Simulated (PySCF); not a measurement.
Al(Cl)(OH)(SiH3), H4AlClOSi, SMILES [OH][Al]([SiH3])[Cl], singlet at its PBE0/def2-SVP optimised geometry (Å):

```
8

Al    -0.6141     0.0593     0.0000
Cl    -1.7727    -1.7071     0.0028
O     -1.4151     1.5551     0.0000
H     -2.3621     1.7071     0.0018
Si     1.8159     0.0593     0.0000
H      2.3325     0.7450     1.2266
H      2.3344     0.7997    -1.1934
H      2.3621    -1.3323    -0.0304
```

Computed with PBE0/def2-TZVP (PySCF 2.14.0).

Map of the LUMO amplitude (bohr^(-3/2)) on the plane z = 1.2 Å; orbital energy -1.35 eV, overall sign arbitrary:

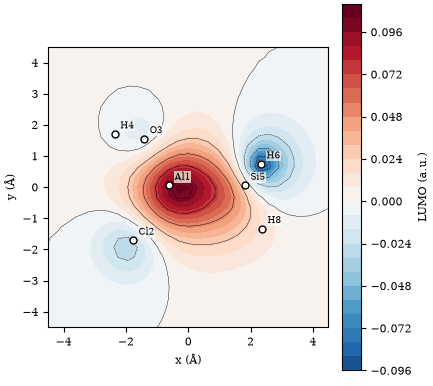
*LUMO amplitude (bohr^(-3/2)) on the plane z = 1.2 Å.*
